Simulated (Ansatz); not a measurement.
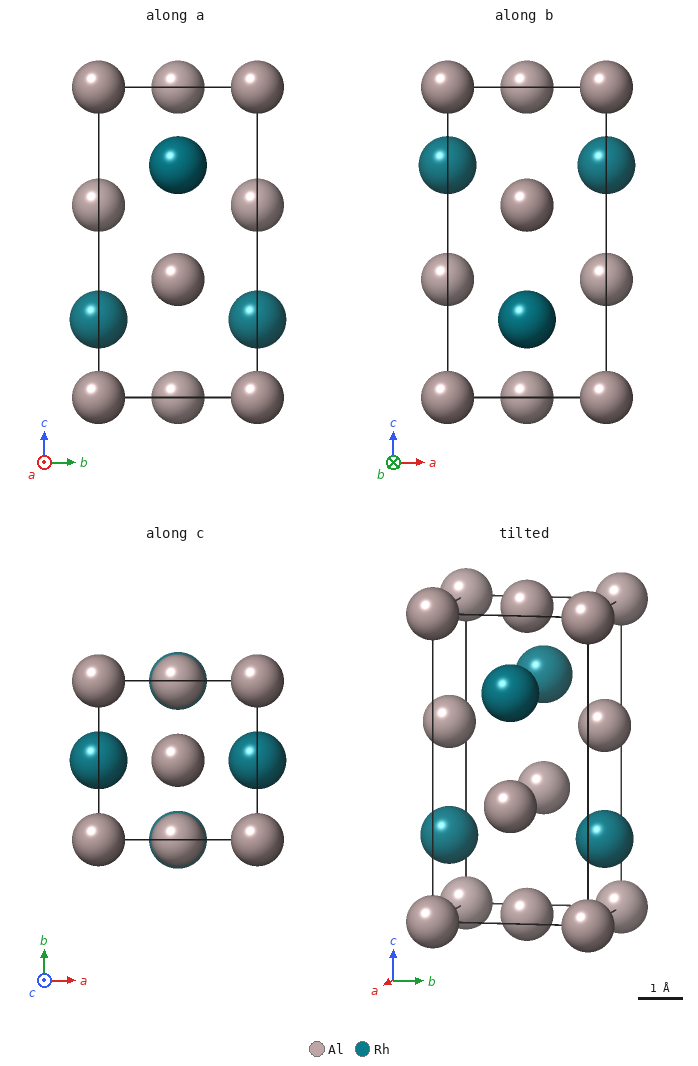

Spheres-only representation of a periodic structure, projected along the a axis, along the b axis, along the c axis and slightly off an axis. Atoms at the boundary of the conventional unit cell (the box) are drawn once for each face, edge or corner they touch.

Lattice parameters: a = 3.621 Å, b = 3.621 Å, c = 7.075 Å, α = 90.00°, β = 90.00°, γ = 90.00°. Put a along x and b in the xy plane.

Question: Set out the cell and atoms as a POSCAR file, with free fractional coordinates to two decimals.

Answer:
```
Al Rh
1.0
     3.621    0.000    0.000
     0.000    3.621    0.000
     0.000    0.000    7.075
Al Rh
4 2
Direct
  0.00 0.00 0.00
  0.50 0.50 0.00
  0.00 0.50 0.38
  0.50 0.00 0.62
  0.00 0.50 0.75
  0.50 0.00 0.25
```

Provenance: a structure type filled with these elements by a generator (whether the compound takes this form wasn't checked). Earlier steps of the study may have refined or changed the cell and positions. It was run through Ansatz as a DFT input.
